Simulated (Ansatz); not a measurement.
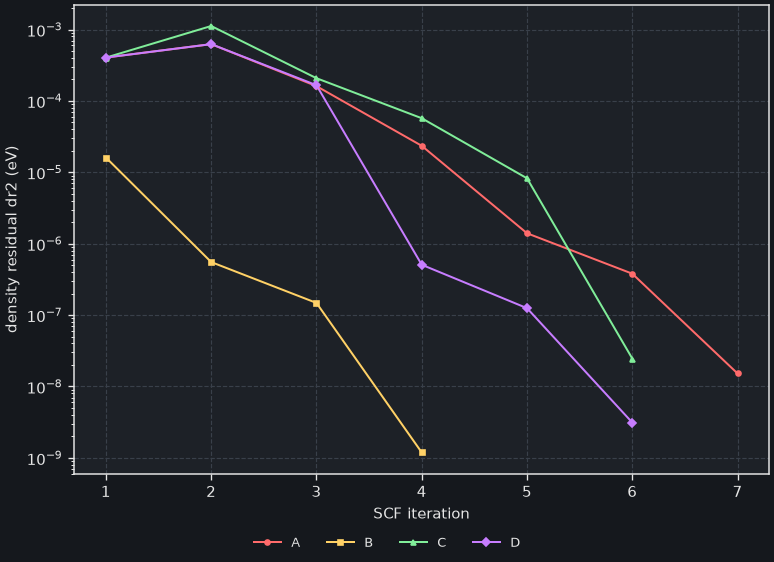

Convergence of one system under several settings.
The run: NaCl (Fm-3m, 2 atoms in the cell), by DFT, PBE, PAW, plane waves, scalar-relativistic (Ansatz); cutoff 420 eV, 7×7×7 k-mesh, Gaussian smearing of 0.1 eV.
All start from atomic densities corrected by a trained network.

A: iteration limit 10
B: Anderson, beta 0.5, backtracking line search
C: Broyden, beta 0.7, preconditioner ldos
D: Anderson, beta 0.5, history 2, no preconditioner

Q: How did each run end?

A: Run B converged in 4 iterations. Run C converged in 6 iterations. Run D converged in 6 iterations. Run A converged in 7 iterations.

Q: Which setting needs the fewest iterations here?

A: Run B (Anderson, beta 0.5, backtracking line search), with 4 against 6 for the next.

The converged runs agree in energy within 1 meV per atom.
